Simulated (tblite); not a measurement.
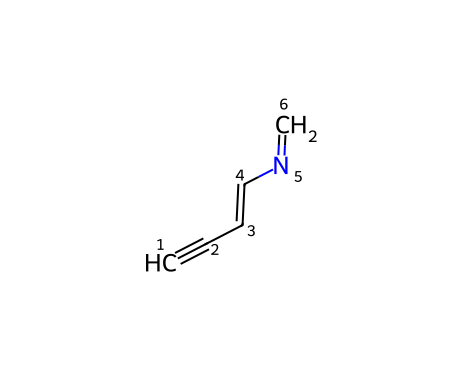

Skeletal drawing with numbered atoms; wedges and dashes mark any stereocentres. The configuration is that of a computed structure (GFN2-xTB).

Question: Give the R/S and E/Z labels.

Answer: C3=C4: E.
